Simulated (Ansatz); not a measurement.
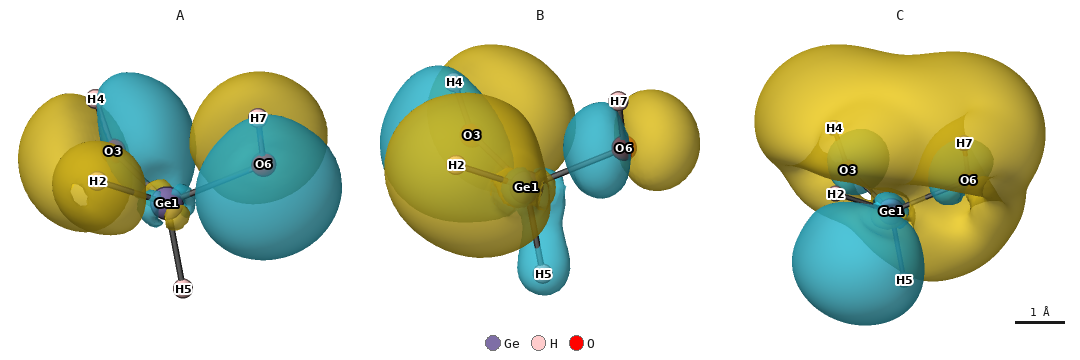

*GeH4O2. Three frontier orbitals at ±0.06 Å⁻³ᐟ² (yellow and cyan are the two phases), in no order.*

Not at a stationary point (largest force 1.7 eV/Å).

Computed with RKS PBE-D4/def2-TZVP in Ansatz.

```xyz
7

Ge    0.0792    0.0288    0.1963
H     0.3937   -0.0456    1.6937
O     1.8263   -0.1273   -0.0588
H     2.2036   -0.8544    0.4598
H    -0.3882    1.3037   -0.5168
O    -0.9719   -1.2843   -0.4441
H    -0.9502   -2.0626    0.1421
```

Q: Order the three orbitals by energy and name them.

A: A is the HOMO−1 (−7.21 eV). Its weight (Hirshfeld) is mainly on O6 (about 55 %), O3 (about 30 %) and Ge1 (about 10 %); largely a combination of lone pairs on O6 and O3. B is the HOMO (−6.63 eV). It lies mainly on O3 (about 60 %), Ge1 (about 15 %), H2 (about 15 %) and O6 (about 10 %). C is the LUMO (−0.78 eV). By Hirshfeld shares it lies mainly on Ge1 (about 40 %), H7 (about 15 %), O6 (about 15 %), H4 (about 10 %) and O3 (about 10 %).

Q: What is the HOMO–LUMO gap?

A: 5.85 eV between the orbital energies.
